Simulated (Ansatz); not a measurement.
# FeSnCl6, from a guessed structure to a relaxed one

Starting from a made-up structure for FeSnCl6, the aim is the relaxed cell, its shortest contacts and, where a second run follows, its electronic structure.

Main program and level: Ansatz 0.2.0; DFT, PBE, plane-wave PAW, files of the set soft_1, scalar-relativistic, ferromagnetic start, cell and ions relaxed at zero pressure; PAW set soft_1, in the first sound run; inputs show where later runs differ.

### 1. The structure

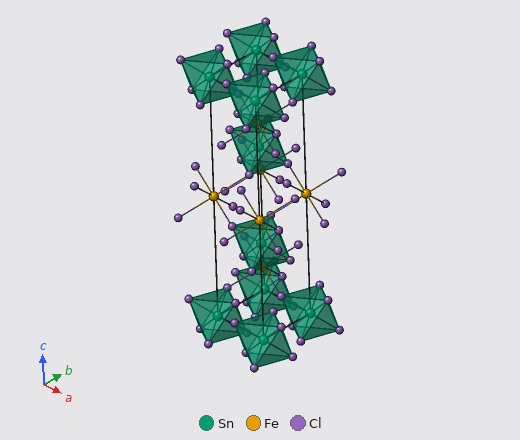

Start, viewed slightly off an axis; tin teal, iron orange, chlorine purple. This picture shows the conventional cell, with its axes. Some periodic images of atoms are drawn too.

### 2. Relaxing cell and atoms

The guess takes its coordinates from another compound and its volume from a rule, so the cell and any free coordinates are relaxed together.

File input.yaml:

```yaml
crystal:
  lattice:
    - [3.3125, 1.912472767, 6.019666667]
    - [-3.3125, 1.912472767, 6.019666667]
    - [0.0, -3.824945533, 6.019666667]
  atoms:
    - { symbol: Sn, position: [0.0, 0.0, 0.0] }
    - { symbol: Fe, position: [0.5, 0.5, 0.5], spin: 3.0 }
    - { symbol: Cl, position: [0.1963, 0.98, 0.5818] }
    - { symbol: Cl, position: [0.98, 0.5818, 0.1963] }
    - { symbol: Cl, position: [0.5818, 0.1963, 0.98] }
    - { symbol: Cl, position: [0.8037, 0.02, 0.4182] }
    - { symbol: Cl, position: [0.02, 0.4182, 0.8037] }
    - { symbol: Cl, position: [0.4182, 0.8037, 0.02] }
magnetization:
  spin_polarized: true
kpoints:
  mp_grid: { grid: [5, 5, 5] }
scf:
  occupations: { method: fermi_dirac, width: 0.05 }
hamiltonian:
  xc: pbe
  pseudopotentials: { kind: paw, azcp: { folder: soft_1 } }
relax:
  f_tol: 0.015
  max_steps: 70
  cell: {}
output:
  forces: true
  stress: true
```

The run is started by

```bash
ansatz run input.yaml --threads 4 --pin off --max-ram 10240MiB --backend cpu --events-out ev --progress --plain --runs-dir out
```

Numbers of over 12 decimals in the logs are rounded to 6 here.

The program printed:

```text
Engine: ansatz 0.2.0, x86_64-unknown-linux-gnu
Pseudopotentials: kind: paw
Pseudopotential: Sn, paw, valence charge 14, recommended cutoff 420 eV (normal), soft_1/Sn.paw.azcp
Pseudopotential: Fe, paw, valence charge 16, recommended cutoff 420 eV (normal), soft_1/Fe.paw.azcp
Pseudopotential: Cl, paw, valence charge 7, recommended cutoff 420 eV (normal), soft_1/Cl.paw.azcp
Functional definition: PBE
  parameter kappa = 0.804
  parameter beta = 0.066725
  exchange = pbe_x(kappa = kappa, mu = beta*pi^2/3)
  correlation = pbe_c(beta = beta)
Crystal: 8 atoms, lattice volume = 228.810 Å³
Basis set: ecut = 420 eV, 4437 PW (Γ), exchange–correlation on 96×96×96 points (8 copies of the dense FFT grid, shifted against one another)
Bands: 46, of which v1, the nominal top of the filled ones, is band 36 counted from 1 (35 counted from 0)
Symmetry: 6 space group operations
Space group: R-3 (ITA 148), of the structure as read, at distance tolerance 6.1e-5 Å
Magnetic group: BNS 148.17 (UNI 1247), of the structure as read, at distance tolerance 6.1e-5 Å
k-points: 23 of 125
Non-local potential: Sn, projectors of the file, l = 0: 2, l = 1: 2, l = 2: 2, l = 3: 1
Non-local potential: Fe, projectors of the file, l = 0: 3, l = 1: 2, l = 2: 3, l = 3: 1
Non-local potential: Cl, projectors of the file, l = 0: 2, l = 1: 2, l = 2: 1
PAW form: soft (Blöchl's): semilocal exchange-correlation on the pseudo side does not see the compensation charge
PAW one-centre angular grid: Sn, 590 points (default); XC on 64 Gauss nodes
PAW one-centre angular grid: Fe, 590 points (default); XC on 64 Gauss nodes
PAW one-centre angular grid: Cl, 110 points (default); XC on 64 Gauss nodes
Initial density: superposition of atomic densities (chi_scale 0.1, normalization cell, long waves kept (reshape's long-wave potential 0.04 eV rms))
Starting moments: Σ|m| = 3 μB on 1 of 8 sites
Initial wavefunctions: pseudopotential atomic-orbital guess
Functional: x = pbe(κ = 0.804, μ = 0.219515), c = pbe(β = 0.066725)
SCF iter   1: F=—  HF=-16985.354283 eV  |F-HF|=—  |Δ(HF+E_count)|=         —  Δρ=4.28e-2 (↑4.28e-2 ↓1.89e-2)  dr2=7.65e0  dr2_m=4.72e-1  M=3.923 μB ∫|m|=3.923 μB  β_m=0.30  ethr=3.10e-3  ⟨swp⟩=8.8  Hψ=9971  notcnv=0  defer=30
Mixer restart at iter 1: flushing history
preconditioner: auto → Kerker (q_TF=auto, 2.250 Å⁻¹)  [metal: Δε(μ)=0.003 eV  Ē_g=8.856 eV  σ=0.050 eV  W_gap=0.01  n_scr=52 (ndim 8)  ℏωp=18.0 eV  f_vac=0.048  D(μ)=13.66/eV (n_scr^D=144)]
spin=Collinear: Kerker preconditioning applied to the charge; magnetization (m = ρ↑ − ρ↓) channel mixes plain (no charge-response kernel on spin).
SCF iter   2: F=—  HF=-16985.280580 eV  |F-HF|=—  |Δ(HF+E_count)|=   7.37e-2  Δρ=2.17e-2 (↑2.17e-2 ↓1.68e-2)  dr2=7.55e-1  dr2_m=5.43e-1  M=4.000 μB ∫|m|=4.003 μB  β_m=0.36  ethr=3.10e-3  ⟨swp⟩=3.0  Hψ=4748  notcnv=0  defer=92
SCF iter   3: F=—  HF=-16985.444864 eV  |F-HF|=—  |Δ(HF+E_count)|=   1.64e-1  Δρ=1.31e-2 (↑1.26e-2 ↓1.31e-2)  dr2=2.83e-1  dr2_m=2.35e-1  M=4.000 μB ∫|m|=4.010 μB  β_m=0.61  ethr=1.05e-3  ⟨swp⟩=2.0  Hψ=2635  notcnv=0  defer=92
SCF iter   4: F=—  HF=-16985.632134 eV  |F-HF|=—  |Δ(HF+E_count)|=         —  Δρ=4.69e-3 (↑1.75e-3 ↓4.69e-3)  dr2=1.28e-1  dr2_m=5.87e-3  M=4.000 μB ∫|m|=4.026 μB  β_m=0.61  ethr=3.94e-4  ⟨swp⟩=3.0  Hψ=4741  notcnv=0  defer=94
Mixer restart at iter 4: flushing history
SCF iter   5: F=—  HF=-16985.647380 eV  |F-HF|=—  |Δ(HF+E_count)|=   1.52e-2  Δρ=1.71e-3 (↑1.71e-3 ↓1.20e-3)  dr2=1.69e-2  dr2_m=1.12e-3  M=4.000 μB ∫|m|=4.021 μB  β_m=0.63  ethr=1.77e-4  ⟨swp⟩=3.0  Hψ=4436  notcnv=0  defer=96
SCF iter   6: F=—  HF=-16985.643157 eV  |F-HF|=—  |Δ(HF+E_count)|=   4.22e-3  Δρ=1.32e-3 (↑7.74e-4 ↓1.32e-3)  dr2=1.99e-2  dr2_m=2.72e-4  M=4.000 μB ∫|m|=4.021 μB  β_m=0.63  ethr=2.35e-5  ⟨swp⟩=2.1  Hψ=4154  notcnv=0  defer=93
SCF iter   7: F=—  HF=-16985.641396 eV  |F-HF|=—  |Δ(HF+E_count)|=   1.76e-3  Δρ=7.66e-4 (↑2.87e-4 ↓7.66e-4)  dr2=1.95e-3  dr2_m=2.36e-4  M=4.000 μB ∫|m|=4.018 μB  β_m=0.81  ethr=2.35e-5  ⟨swp⟩=2.0  Hψ=3013  notcnv=0  defer=93
SCF iter   8: F=—  HF=-16985.643040 eV  |F-HF|=—  |Δ(HF+E_count)|=   1.64e-3  Δρ=1.59e-4 (↑1.21e-4 ↓1.59e-4)  dr2=3.40e-4  dr2_m=5.82e-6  M=4.000 μB ∫|m|=4.019 μB  β_m=0.91  ethr=2.71e-6  ⟨swp⟩=2.4  Hψ=3912  notcnv=0  defer=93
SCF iter   9: F=—  HF=-16985.643209 eV  |F-HF|=—  |Δ(HF+E_count)|=   1.69e-4  Δρ=5.95e-5 (↑3.55e-5 ↓5.95e-5)  dr2=3.07e-5  dr2_m=9.77e-7  M=4.000 μB ∫|m|=4.019 μB  β_m=0.95  ethr=4.73e-7  ⟨swp⟩=2.1  Hψ=2962  notcnv=0  defer=94
SCF iter  10: F=—  HF=-16985.643225 eV  |F-HF|=—  |Δ(HF+E_count)|=   1.59e-5  Δρ=2.76e-5 (↑1.13e-5 ↓2.76e-5)  dr2=3.57e-6  dr2_m=3.18e-7  M=4.000 μB ∫|m|=4.019 μB  β_m=0.96  ethr=4.27e-8  ⟨swp⟩=2.3  Hψ=3462  notcnv=0  defer=94
SCF iter  11: F=—  HF=-16985.643226 eV  |F-HF|=—  |Δ(HF+E_count)|=   1.13e-6  Δρ=1.24e-5 (↑4.35e-6 ↓1.24e-5)  dr2=6.30e-7  dr2_m=6.90e-8  M=4.000 μB ∫|m|=4.019 μB  β_m=0.98  ethr=4.95e-9  ⟨swp⟩=2.0  Hψ=3447  notcnv=0  defer=94
SCF iter  12: F=—  HF=-16985.643226 eV  |F-HF|=—  |Δ(HF+E_count)|=   4.30e-7  Δρ=8.22e-6 (↑2.14e-6 ↓8.22e-6)  dr2=2.75e-7  dr2_m=2.83e-8  M=4.000 μB ∫|m|=4.019 μB  β_m=0.99  ethr=8.75e-10  ⟨swp⟩=2.0  Hψ=3785  notcnv=0  defer=94
SCF iter  13: F=—  HF=-16985.643226 eV  |F-HF|=—  |Δ(HF+E_count)|=   7.69e-8  Δρ=3.60e-6 (↑9.56e-7 ↓3.60e-6)  dr2=2.42e-8  dr2_m=5.98e-9  M=4.000 μB ∫|m|=4.019 μB  β_m=0.99  ethr=3.81e-10  ⟨swp⟩=2.9  Hψ=3949  notcnv=0  defer=94
SCF iter  14: F=-16985.643227 eV  HF=-16985.643227 eV  |F-HF|=1.09e-8  |Δ(HF+E_count)|=   5.56e-8  Δρ=1.85e-6 (↑9.54e-7 ↓1.85e-6)  dr2=1.66e-8  dr2_m=9.51e-10  M=4.000 μB ∫|m|=4.019 μB  ethr=3.36e-11  ⟨swp⟩=2.0  Hψ=7071  notcnv=0
SCF 1 converged in 14 iterations: F = -16985.643227 eV  dr2 = 1.66e-8
  greatest PAW one-centre occupation: 1.003 electrons in one spin orbital (limit 2), on the Fe atom at site 1 (counted from 0), in its partial waves of l = 1
relax step   1: F+E_penalty+E_count = -16985.64322651 eV  Δ(F+E_penalty+E_count) = +0.000e0 eV  max|allowed force component| = 8.162e-1 eV/Å  Δτ_max = 0.0000 Å  P = -4.244 GPa  Ω = 228.810 Å³  (14 SCF iters, dr2 threshold 1.00e-7 eV, accepted)
Crystal: 8 atoms, lattice volume = 212.098 Å³
Basis set: ecut = 420 eV, 4159 PW (Γ), exchange–correlation on 96×96×96 points (8 copies of the dense FFT grid, shifted against one another)
Initial density: handed on by an earlier stage of this run
Starting moments: Σ|m| = 3 μB on 1 of 8 sites; this step starts from the density that it was given
Initial wavefunctions: those handed on with the density
[...]
relax step   6: F+E_penalty+E_count = -16988.02951187 eV  Δ(F+E_penalty+E_count) = -7.669e-3 eV  max|allowed force component| = 1.912e-2 eV/Å  Δτ_max = 0.0362 Å  P = +0.136 GPa  Ω = 197.328 Å³  energy of the carried Pulay correction = +2.588e-3 eV  (9 SCF iters, dr2 threshold 6.43e-7 eV, accepted)
[...]
relax step   7: F+E_penalty+E_count = -16988.03074218 eV  Δ(F+E_penalty+E_count) = -1.230e-3 eV  max|allowed force component| = 4.341e-3 eV/Å  Δτ_max = 0.0042 Å  P = +0.009 GPa  Ω = 198.073 Å³  energy of the carried Pulay correction = +2.523e-3 eV  (7 SCF iters, dr2 threshold 1.29e-7 eV, accepted)
Initial wavefunctions: pseudopotential atomic-orbital guess (no wavefunctions were taken with the density)
iter 1 solved again at ethr=1.60e-6 eV; its pass at ethr=3.10e-3 eV (dr2=1.15e-3 eV) is discarded
SCF iter   1: F=—  HF=-16988.027523 eV  |F-HF|=—  |Δ(HF+E_count)|=         —  Δρ=2.09e-4 (↑8.57e-5 ↓2.09e-4)  dr2=1.54e-4  dr2_m=1.06e-5  M=4.002 μB ∫|m|=4.243 μB  β_m=0.65  ethr=1.60e-6  ⟨swp⟩=3.6  Hψ=16582  notcnv=0
preconditioner: auto → Kerker (q_TF=auto, 2.153 Å⁻¹)  [metal: Δε(μ)=0.046 eV  Ē_g=10.454 eV  σ=0.050 eV  W_gap=0.22  n_scr=26 (ndim 8)  ℏωp=19.4 eV  f_vac=0.070  D(μ)=2.91/eV (n_scr^D=14)]
spin=Collinear: Kerker preconditioning applied to the charge; magnetization (m = ρ↑ − ρ↓) channel mixes plain (no charge-response kernel on spin).
SCF iter   2: F=—  HF=-16988.027496 eV  |F-HF|=—  |Δ(HF+E_count)|=   2.62e-5  Δρ=5.27e-5 (↑2.90e-5 ↓5.27e-5)  dr2=1.19e-5  dr2_m=1.34e-6  M=4.002 μB ∫|m|=4.242 μB  β_m=0.61  ethr=2.15e-7  ⟨swp⟩=2.0  Hψ=2549  notcnv=0
SCF iter   3: F=—  HF=-16988.027500 eV  |F-HF|=—  |Δ(HF+E_count)|=   4.08e-6  Δρ=2.98e-5 (↑2.98e-5 ↓2.38e-5)  dr2=3.95e-7  dr2_m=1.18e-6  M=4.002 μB ∫|m|=4.242 μB  β_m=0.56  ethr=1.65e-8  ⟨swp⟩=2.0  Hψ=3820  notcnv=0
SCF iter   4: F=—  HF=-16988.027505 eV  |F-HF|=—  |Δ(HF+E_count)|=   4.97e-6  Δρ=3.82e-5 (↑8.72e-6 ↓3.82e-5)  dr2=2.27e-6  dr2_m=9.08e-7  M=4.002 μB ∫|m|=4.242 μB  β_m=0.56  ethr=5.48e-10  ⟨swp⟩=2.0  Hψ=3820  notcnv=0
SCF iter   5: F=—  HF=-16988.027516 eV  |F-HF|=—  |Δ(HF+E_count)|=   1.06e-5  Δρ=3.02e-5 (↑1.37e-5 ↓3.02e-5)  dr2=2.01e-6  dr2_m=7.74e-7  M=4.002 μB ∫|m|=4.241 μB  β_m=0.78  ethr=5.48e-10  ⟨swp⟩=2.7  Hψ=4245  notcnv=0
SCF iter   6: F=—  HF=-16988.027525 eV  |F-HF|=—  |Δ(HF+E_count)|=   9.08e-6  Δρ=8.89e-6 (↑5.83e-6 ↓8.89e-6)  dr2=3.21e-7  dr2_m=7.20e-8  M=4.002 μB ∫|m|=4.241 μB  β_m=0.78  ethr=5.48e-10  ⟨swp⟩=3.6  Hψ=5022  notcnv=0
SCF iter   7: F=—  HF=-16988.027525 eV  |F-HF|=—  |Δ(HF+E_count)|=   2.14e-7  Δρ=1.39e-6 (↑1.22e-6 ↓1.39e-6)  dr2=2.07e-8  dr2_m=4.34e-10  M=4.002 μB ∫|m|=4.241 μB  β_m=0.89  ethr=4.46e-10  ⟨swp⟩=2.8  Hψ=4139  notcnv=0
SCF iter   8: F=—  HF=-16988.027525 eV  |F-HF|=—  |Δ(HF+E_count)|=   3.68e-8  Δρ=3.35e-6 (↑6.42e-7 ↓3.35e-6)  dr2=4.20e-8  dr2_m=3.56e-9  M=4.002 μB ∫|m|=4.241 μB  β_m=0.89  ethr=2.87e-11  ⟨swp⟩=3.0  Hψ=4306  notcnv=0
SCF iter   9: F=—  HF=-16988.027525 eV  |F-HF|=—  |Δ(HF+E_count)|=   4.52e-8  Δρ=9.81e-7 (↑1.34e-7 ↓9.81e-7)  dr2=3.49e-9  dr2_m=4.48e-10  M=4.002 μB ∫|m|=4.241 μB  β_m=0.95  ethr=2.87e-11  ⟨swp⟩=2.7  Hψ=4062  notcnv=0
SCF iter  10: F=—  HF=-16988.027525 eV  |F-HF|=—  |Δ(HF+E_count)|=   4.83e-9  Δρ=8.97e-8 (↑6.48e-8 ↓8.97e-8)  dr2=9.67e-11  dr2_m=1.01e-12  M=4.002 μB ∫|m|=4.241 μB  β_m=0.97  ethr=4.84e-12  ⟨swp⟩=2.9  Hψ=4310  notcnv=0
SCF iter  11: F=—  HF=-16988.027525 eV  |F-HF|=—  |Δ(HF+E_count)|=  1.09e-11  Δρ=1.36e-7 (↑2.37e-8 ↓1.36e-7)  dr2=6.19e-11  dr2_m=9.12e-12  M=4.002 μB ∫|m|=4.241 μB  β_m=0.99  ethr=1.00e-12  ⟨swp⟩=2.1  Hψ=2976  notcnv=0
SCF iter  12: F=—  HF=-16988.027525 eV  |F-HF|=—  |Δ(HF+E_count)|=  8.37e-11  Δρ=1.82e-8 (↑1.82e-8 ↓1.71e-8)  dr2=3.62e-12  dr2_m=7.07e-15  M=4.002 μB ∫|m|=4.241 μB  β_m=0.84  ethr=1.00e-12  ⟨swp⟩=1.6  Hψ=2391  notcnv=0
SCF iter  13: F=-16988.027525 eV  HF=-16988.027525 eV  |F-HF|=7.28e-11  |Δ(HF+E_count)|=  1.46e-11  Δρ=1.49e-7 (↑1.11e-8 ↓1.49e-7)  dr2=6.98e-11  dr2_m=8.80e-12  M=4.002 μB ∫|m|=4.241 μB  ethr=1.00e-12  ⟨swp⟩=3.0  Hψ=6943  notcnv=0
SCF 8 converged in 13 iterations: F = -16988.027525 eV  dr2 = 6.98e-11
relax step   8: F+E_penalty+E_count = -16988.02752527 eV  Δ(F+E_penalty+E_count) = +3.217e-3 eV  max|allowed force component| = 4.184e-3 eV/Å  Δτ_max = 0.0000 Å  P = +0.014 GPa  Ω = 198.073 Å³  stress off target by 4.25e-2 GPa  SCF on the basis re-selected at this cell (its energy is not comparable with the rows above)  (13 SCF iters)
basis re-selected at this cell: Δ(F+E_penalty+E_count) = +3.217e-3 eV, ΔP = +0.004 GPa vs the last step (what re-selecting the basis moved, of the pressure what is left beyond the Pulay correction that the steps carried, after the strain that the cell walked since its last selection, with what the two solves' SCF thresholds leave and, on support functions, any second-order correction that the steps lacked; it is no m [...]
SCF converged after 13 iterations
Magnetization: 4.0018 μB (38.0009 up, 33.9991 down)
Absolute magnetization: 4.2385 μB (∫|ρ↑−ρ↓|, with the PAW one-centre terms)
Spin contamination: 0.1660 ħ² per cell (⟨S²⟩ above its minimum at these occupations)
Per-site moments (μB) at R_I (Å): [(-0.048272, 1.051816), (3.525575, 1.004043), (0.052937, 1.004043), (0.052937, 1.004043), (0.052937, 1.004043), (0.052937, 1.004043), (0.052937, 1.004043), (0.052937, 1.004043)]
Free energy (F): -16988.027525 eV
Harris-Foulkes:  -16988.027525 eV  (|F-HF|=7.28e-11)
Internal energy: -16988.002597 eV  (E = F + TS)
E sigma→0 (E₀):  -16988.015061 eV
Entropy (-TS):   -0.024928 eV (-3.116 meV/atom)
Fermi energy:    4.270476 eV
--- Per-component energies (eV) ---
  E_band       = -733.388610
  E_kinetic    = 1401.327918
  E_local      = -6816.343746  (includes V_loc(G=0)·N_el)
  E_nonlocal   = 627.728995
  E_hartree    = 2817.902275
  E_xc         = -875.019077
  E_vxc        = -912.928551  (∫ρ·V_xc dr)
  E_paw        = -9709.124634  (= ΣΔE_a)
  E_vpaw       = -668.977119  (= ΣTr[D̂ρ^β])
  E_aug_tail   = -0.000080  (compensation charges beyond the density's cutoff)
  E_ewald      = -4434.474246
  E_smearing   = -0.024928  (= −TS)
  E_closure    = 0.000000  (closes the sum)
  Σ components = -16988.027525   (vs F -16988.027525, Δ=0.00e0)
--- Forces (eV/Å), atoms counted from 1 ---
  atom   1  Sn     0.00000000    -0.00000000     0.00000000
  atom   2  Fe    -0.00000000     0.00000000     0.00000000
  atom   3  Cl    -0.00247423     0.00184541    -0.00418360
  atom   4  Cl     0.00283529     0.00122005    -0.00418360
  atom   5  Cl    -0.00036105    -0.00306545    -0.00418360
  atom   6  Cl     0.00247423    -0.00184541     0.00418360
  atom   7  Cl    -0.00283529    -0.00122005     0.00418360
  atom   8  Cl     0.00036105     0.00306545     0.00418360
  max |Σ_I F_I| component: 7.37e-18 eV/Å
--- Stress (GPa, compression-positive) ---
        0.041556      -0.000000      -0.000000
        0.000000       0.041556      -0.000000
       -0.000000      -0.000000      -0.042541
  P = ⅓ Tr σ = 0.0135 GPa (0.135 kbar)
--- Relaxed structure (7 steps of the walk, 7 accepted, 1 SCFs on fresh bases) ---
  F+E_penalty+E_count = -16988.02752527 eV   max|allowed force component| = 4.184e-3 eV/Å   (the final SCF, on the basis selected at the relaxed cell)
  cell:  # Å, volume = 198.0733 Å³
    - [3.176574, 1.833996, 5.666533]
    - [-3.176574, 1.833996, 5.666533]
    - [4.955170983859825e-18, -3.667991, 5.666533]
  atoms:
    - { symbol: Sn, position: [3.148596970260195e-18, -1.823390539631373e-18, -1.5908686828170252e-18] }
    - { symbol: Fe, position: [0.5, 0.5, 0.500000] }
    - { symbol: Cl, position: [0.258236, 0.887355, 0.599037] }
    - { symbol: Cl, position: [0.887355, 0.599037, 0.258236] }
    - { symbol: Cl, position: [0.599037, 0.258236, 0.887355] }
    - { symbol: Cl, position: [0.741764, 0.112645, 0.400963] }
    - { symbol: Cl, position: [0.112645, 0.400963, 0.741764] }
    - { symbol: Cl, position: [0.400963, 0.741764, 0.112645] }
```

Elapsed: 1.8 min, on 4 threads of Intel Xeon Platinum 8259CL at 2.50GHz (Skylake/Cascade Lake), shared host; peak memory 0.91 GiB; 6.5 min of CPU time.

The steps of the relaxation:

```csv
step,energy less that of the first step (eV),largest force component (eV/Å),pressure (GPa),volume (Å³)
1,0.0000,0.8162,-4.24,228.81
2,-1.2934,0.7191,-3.00,212.10
3,-2.2381,0.3959,-0.43,192.30
4,-2.2668,0.3880,2.50,188.40
5,-2.3786,0.0671,-0.37,197.06
6,-2.3863,0.0191,0.14,197.33
7,-2.3875,0.0043,0.01,198.07
8*,-2.3843,0.0042,0.01,198.07
```

Relaxation steps marked * repeat the geometry before them on a plane-wave basis chosen anew for their cell, so energy and pressure can jump there.

The run keeps the 6 symmetry operations that it works with, so distortions that break them were not tested.

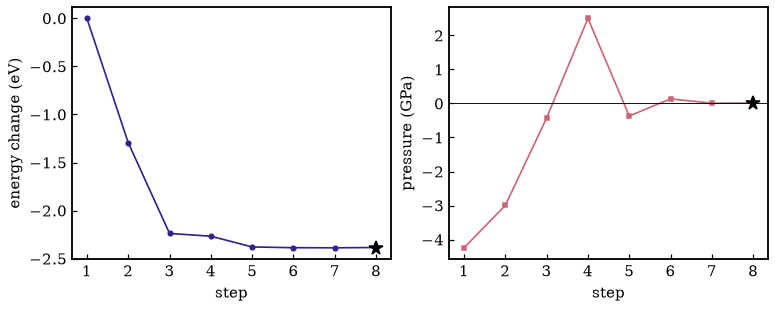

Energy and pressure along the relaxation. Stars mark steps on a basis chosen anew.

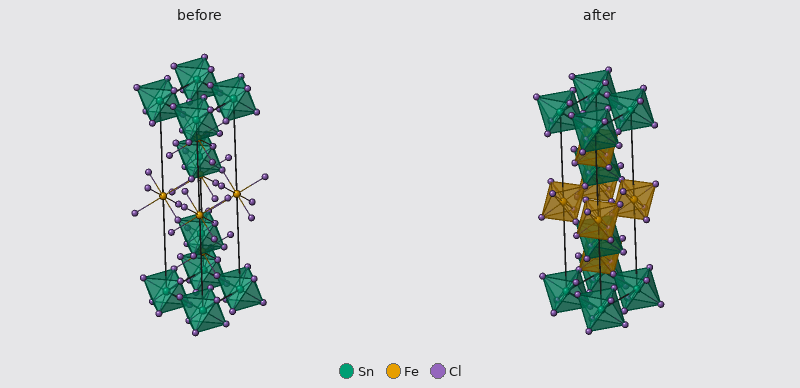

Before and after, at one scale.

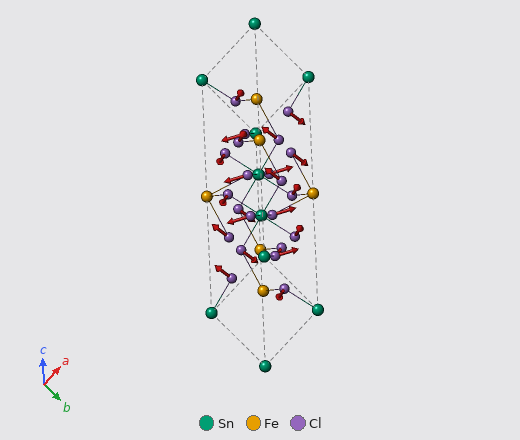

Displacements in the relaxation, exaggerated, measured against the changing cell; the longest in the cell stands for 0.51 Å. Bonds to atoms that aren't drawn are left out. Some periodic images of atoms are drawn too.

```csv
"conventional cell, symmetrised",before,after,change
a (Å),6.625,6.353,-4.1 %
b (Å),6.625,6.353,-4.1 %
c (Å),18.059,17.000,-5.9 %
volume (Å³/atom),28.60,24.76,-13.4 %
```

The atoms that moved most (Å, as changes of fractional coordinates times the final cell):

```csv
atom,dx,dy,dz,length
Cl4,-0.349,-0.365,-0.076,0.511
Cl8,0.142,-0.485,0.076,0.511
Cl3,0.491,-0.120,-0.076,0.511
Cl6,-0.491,0.120,0.076,0.511
Cl7,0.349,0.365,0.076,0.511
Cl5,-0.142,0.485,-0.076,0.511
```

Final coordinates:

```cif
data_structure
_symmetry_space_group_name_H-M 'P 1'
_symmetry_Int_Tables_number 1
_cell_length_a 6.7501
_cell_length_b 6.7501
_cell_length_c 6.7501
_cell_angle_alpha 56.146
_cell_angle_beta 56.146
_cell_angle_gamma 56.146
_cell_volume 198.07
loop_
_atom_site_label
_atom_site_type_symbol
_atom_site_fract_x
_atom_site_fract_y
_atom_site_fract_z
_atom_site_occupancy
Sn1 Sn 0.00000 0.00000 0.00000 1
Fe2 Fe 0.50000 0.50000 0.50000 1
Cl3 Cl 0.25824 0.88736 0.59904 1
Cl4 Cl 0.88736 0.59904 0.25824 1
Cl5 Cl 0.59904 0.25824 0.88736 1
Cl6 Cl 0.74176 0.11264 0.40096 1
Cl7 Cl 0.11264 0.40096 0.74176 1
Cl8 Cl 0.40096 0.74176 0.11264 1
```

This step gave:

```
free energy             : -16988.0275 eV
energy at zero smearing : -16988.0151 eV
smearing term TS        : 0.02493 eV
Fermi energy            : 4.270 eV
magnetization           : 4.002 μB
absolute magnetization  : 4.239 μB
site moments            : -0.04827, 3.526, 0.05294, 0.05294, 0.05294, 0.05294, 0.05294, 0.05294 μB
electrons               : 72
symmetry operations     : 6
pressure                : 0.01352 GPa
```

(Part 1 of 2 ends here.)

[Logs are printed without paths, hosts, clocks, repeated set-up lines and the standing remarks that a program may print on its own settings, such as how far it seeks lower states.]

[Hosts, paths, dates, database ids (printed as entryN), source tags and the programs' standing remarks are cut or masked in the printed files.]
